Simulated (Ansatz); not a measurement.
Input

```
crystal:
  periodic: [false, false, false]
  atoms:
    - {symbol: B, position_ang: [-0.233104, -0.752272, -0.444642]}
    - {symbol: Cl, position_ang: [1.435959, -0.550804, -0.945671]}
    - {symbol: F, position_ang: [-1.197992, -0.248308, -1.171027]}
    - {symbol: F, position_ang: [-0.518033, -1.500351, 0.590643]}
    - {symbol: H, position_ang: [0.682965, 1.696809, 0.942369]}
    - {symbol: F, position_ang: [-0.169693, 1.354826, 1.028428]}
basis:
  gaussian: {orbitals: def2-TZVPP}
hamiltonian: {xc: pbe0, dispersion: d4}
output: {orbitals: {seedname: orbitals}}
```

Run with:

```sh
ansatz run in.yaml --threads 4 --pin off --events-out ev --progress --plain --max-ram 9574MiB
```

The reactant side of a reaction path; geometry: PBE0-D4/def2-TZVP.

All numbers below come from RKS PBE0-D4/def2-TZVPP in Ansatz 0.2.0.

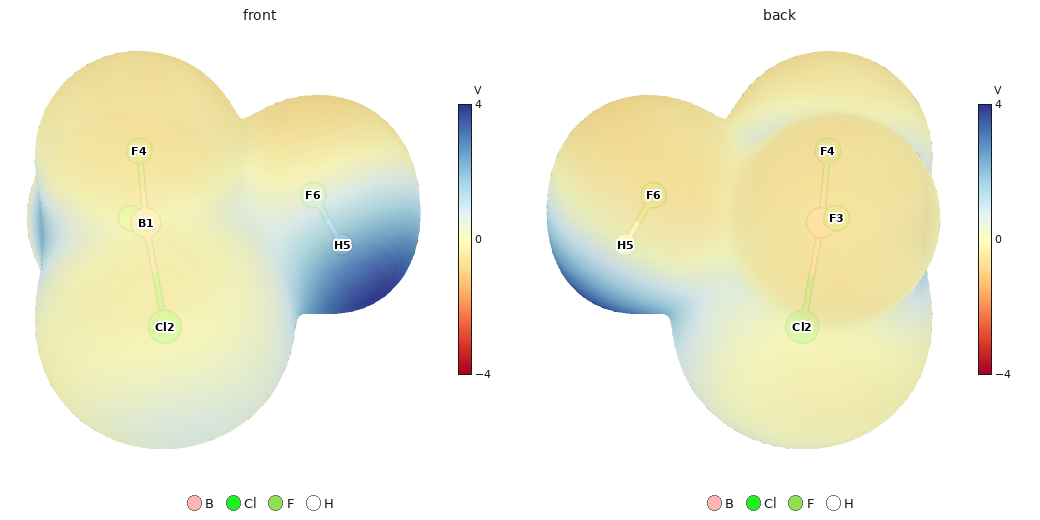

BClF$_{2}$···HF. The electrostatic potential painted on the density surface at 0.002 e/bohr³, seen from the front and from behind; the colour scale runs from red (negative) to blue (positive).

Where is the surface potential most negative and most positive?

Answer. The most negative region (about −0.7 V) lies over F6, the most positive (about +3.9 V) over H5.
